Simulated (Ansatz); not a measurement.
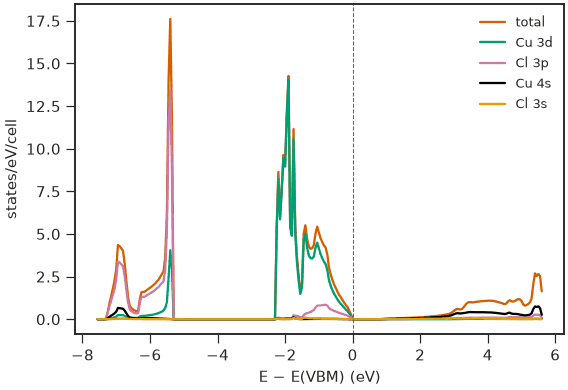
Figure: Total and projected density of states of CuCl (zinc blende, F-43m), LDA (plane waves, PAW; program Ansatz)

### Question
Which orbitals carry the states next to the gap?

### Answer
Top 1 eV of the valence band: Cu 3d 76 %, Cl 3p 21 %. Bottom 1 eV of the conduction band: Cu 4s 63 %, Cl 3s 21 %, Cl 3p 12 %. Projections are on Löwdin-orthogonalised atomic valence shells; empty p or d shells of many metals are not among them.

### Question
Where is the tallest occupied peak in this window, and what makes it?

### Answer
Near -5.4 eV, about 18 states/eV per cell; the largest projected share is Cl 3p.

The LDA relaxation kept the symmetry of its start; phonons on a q-mesh show no instability. No spin polarisation was allowed.

Potentials: the later of the program's two PAW sets.
